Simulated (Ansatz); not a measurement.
# AlSiH5 (AlH2(SiH3)): levels of theory compared

We compute a comparison of 6 runs (HF/STO-3G, UHF/STO-3G, BLYP/STO-3G, UMP2/STO-3G, CCSD/STO-3G, CCSD(T)/STO-3G) of AlSiH5 (AlH2(SiH3)). 

Program for the calculation: Ansatz 0.2.0.

58 further runs of the same task are left out: 2 that didn't finish, 56 set aside as unsound or not needed.

## (1) The system as given

AlSiH5: 7 atoms, total charge 0, spin state singlet. SMILES: `[H][Al]([H])[SiH3]`. The Si4–Al1 distance was set to 4.842 Å, away from the relaxed value. At this shape a bond of the SMILES string is far longer than usual.

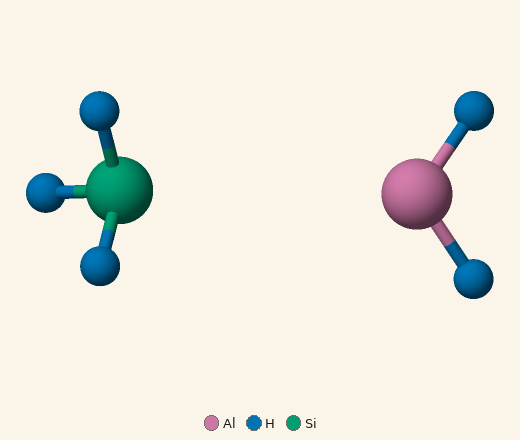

The structure, seen from a chosen angle (aluminium pink, hydrogen blue, silicon teal).

## (2) A single-point energy at HF/STO-3G (run 1)

run.yaml

```yaml
crystal:
  periodic: [false, false, false]
  atoms:
    - {symbol: Al, position_ang: [1.893449, 3.301153, 0.024470]}
    - {symbol: H, position_ang: [3.450819, 3.464453, 0.077080]}
    - {symbol: H, position_ang: [1.258789, 4.732643, 0.004030]}
    - {symbol: Si, position_ang: [-0.517390, -0.897790, -0.016750]}
    - {symbol: H, position_ang: [-1.851430, -0.836410, 0.625620]}
    - {symbol: H, position_ang: [0.177610, -1.992690, 0.701130]}
    - {symbol: H, position_ang: [-0.795620, -1.472990, -1.353750]}
basis:
  gaussian:
    orbitals: STO-3G
accuracy: high
hamiltonian:
  xc: hf
```

The run is started by

```bash
ansatz run run.yaml --threads 1 --pin off --max-ram 2610MiB --events-out events.jsonl --progress --plain --runs-dir runs
```

Log:

```text
Warning: RAYON_NUM_THREADS=1 ignored (pool sized by the plan → 1); use --threads N
Functional definition: HF
  name "HF"
  exchange = exact_x
  correlation = 0
356 factors; integrals over basis functions are off by at most 1.0e-8 eV
mean field evaluation 1: about -14342.6965 eV, gradient 1.5e1 eV
mean field evaluation 2: about -14342.6989 eV, gradient 1.5e1 eV
mean field evaluation 4: about -14344.0678 eV, gradient 9.5e0 eV
mean field evaluation 8: about -14345.7665 eV, gradient 3.7e-1 eV
mean field evaluation 16: about -14343.6875 eV, gradient 1.5e1 eV
mean field -14345.76604985 eV, -527.1971784226 hartree, gradient 3.3e-8 eV, S^2 0.000000; 1 other end points of the search recorded, 0 dependent functions left out
reference -14345.76604985 eV, -527.1971784226 hartree; 16, 16 occupied and 7, 7 virtual orbitals, 356 factors
Total energy: -14345.76604985 eV, -527.1971784226 hartree
```

It took 0.14 s on 1 thread of Arm Neoverse V1, shared host.

## (3) A single-point energy at UHF/STO-3G (run 2)

molecule.yaml

```yaml
crystal:
  periodic: [false, false, false]
  atoms:
    - {symbol: Al, position_ang: [1.893449, 3.301153, 0.024470]}
    - {symbol: H, position_ang: [3.450819, 3.464453, 0.077080]}
    - {symbol: H, position_ang: [1.258789, 4.732643, 0.004030]}
    - {symbol: Si, position_ang: [-0.517390, -0.897790, -0.016750]}
    - {symbol: H, position_ang: [-1.851430, -0.836410, 0.625620]}
    - {symbol: H, position_ang: [0.177610, -1.992690, 0.701130]}
    - {symbol: H, position_ang: [-0.795620, -1.472990, -1.353750]}
basis:
  gaussian:
    orbitals: STO-3G
magnetization:
  spin_polarized: true
hamiltonian:
  xc: hf
accuracy: high
```

The run is started by

```bash
ansatz run molecule.yaml --threads 1 --pin off --max-ram 2610MiB --events-out events.jsonl --progress --plain --runs-dir runs
```

Log:

```text
Warning: RAYON_NUM_THREADS=1 ignored (pool sized by the plan → 1); use --threads N
[... 4 set-up lines as earlier in the session ...]
356 factors; integrals over basis functions are off by at most 1.0e-8 eV
mean field evaluation 1: about -14342.6965 eV, gradient 1.1e1 eV
mean field evaluation 2: about -14342.6989 eV, gradient 1.1e1 eV
mean field evaluation 4: about -14344.0678 eV, gradient 6.7e0 eV
mean field evaluation 8: about -14345.7665 eV, gradient 2.6e-1 eV
mean field evaluation 16: about -14345.7660 eV, gradient 4.3e-4 eV
mean field evaluation 32: about -14349.8167 eV, gradient 1.6e-6 eV
mean field -14349.81672779 eV, -527.3460380913 hartree, gradient 1.3e-8 eV, S^2 1.003616; 2 other end points of the search recorded, 0 dependent functions left out
reference -14349.81672779 eV, -527.3460380913 hartree; 16, 16 occupied and 7, 7 virtual orbitals, 356 factors
Total energy: -14349.81672779 eV, -527.3460380913 hartree
```

Run time: 0.26 s. Hardware: 1 thread of Arm Neoverse V1, shared host.

Runs 3 to 5 aren't shown in full; the table further down has their settings and results.

## (4) A single-point energy at CCSD(T)/STO-3G (run 6)

run.yaml

```yaml
crystal:
  periodic: [false, false, false]
  atoms:
    - symbol: Al
      position_ang: [1.893449, 3.301153, 0.024470]
    - symbol: H
      position_ang: [3.450819, 3.464453, 0.077080]
    - symbol: H
      position_ang: [1.258789, 4.732643, 0.004030]
    - symbol: Si
      position_ang: [-0.517390, -0.897790, -0.016750]
    - symbol: H
      position_ang: [-1.851430, -0.836410, 0.625620]
    - symbol: H
      position_ang: [0.177610, -1.992690, 0.701130]
    - symbol: H
      position_ang: [-0.795620, -1.472990, -1.353750]
basis:
  gaussian: {orbitals: STO-3G}
accuracy: high
scf: {omitted_lower_state_checks: [cluster_reference, increment]}
correlation: {method: ccsd_t, frozen_orbitals: {Al: 5, H: 0, Si: 5}}
```

The run is started by

```bash
ansatz run run.yaml --threads 1 --pin off --max-ram 2610MiB --events-out events.jsonl --progress --plain --runs-dir runs
```

Log:

```text
Warning: RAYON_NUM_THREADS=1 ignored (pool sized by the plan → 1); use --threads N
[... 12 lines left out ...]
10 core orbitals not correlated: weight in the atoms' cores, before any rotation towards them, 1.000 or more for the frozen orbitals, at most 0.000 for the correlated occupied ones
[... 33 lines left out ...]
WARN: these amplitudes may be one of several solutions (largest doubles amplitude 0.94, level shift 8.48 eV)
Total energy: -14352.52902126 eV, -527.4457130378 hartree
Checks for a lower state left out: cluster_reference, increment
```

It took 0.22 s on 1 thread of Arm Neoverse V1, shared host.

## (5) Overview of the runs

```csv
run,level,frozen core orbitals,energy (Eh),wall time
1,HF/STO-3G,–,-527.197178,0.14 s
2,UHF/STO-3G,–,-527.346038,0.26 s
3,BLYP/STO-3G,–,-528.338425,1.6 s
4,UMP2/STO-3G,10,-527.404595,0.3 s
5,CCSD/STO-3G,10,-527.425496,0.22 s
6,CCSD(T)/STO-3G,10,-527.445713,0.22 s
```

## (6) Results

| quantity | value |
| --- | --- |
| run 6: total energy | -527.44571 Eh |
| run 6: correlation energy (10 core orbitals frozen) | -248.5 mEh |
| run 6: (T) correction | -20.22 mEh |
| run 6: T1 diagnostic | 0.082 |

What this shows: Below the UHF energy at the same shape and in the same basis (STO-3G): UMP2 -58.6 mEh; CCSD -79.5 mEh; CCSD(T) -99.7 mEh. Some of these start from another determinant than that one, so these aren't their correlation energies. In runs 5, 6 the T1 diagnostic is large, so a single reference may not serve. In runs 5, 6 the log says that unrestricted orbitals would lower the reference, so the values rest on an unstable closed-shell determinant (other closed-shell runs at this shape may share the fault). In runs 1, 2, 3, 4, 5, 6 the basis is minimal, so the values are rough. Spin contamination of the reference: run 2 ⟨S²⟩ = 1.00, run 4 ⟨S²⟩ = 1.00. Where it is this large, the reference is a mixture of spin states, and values that rest on it are in doubt. All runs together took 2.7 s, the longest 1.6 s.
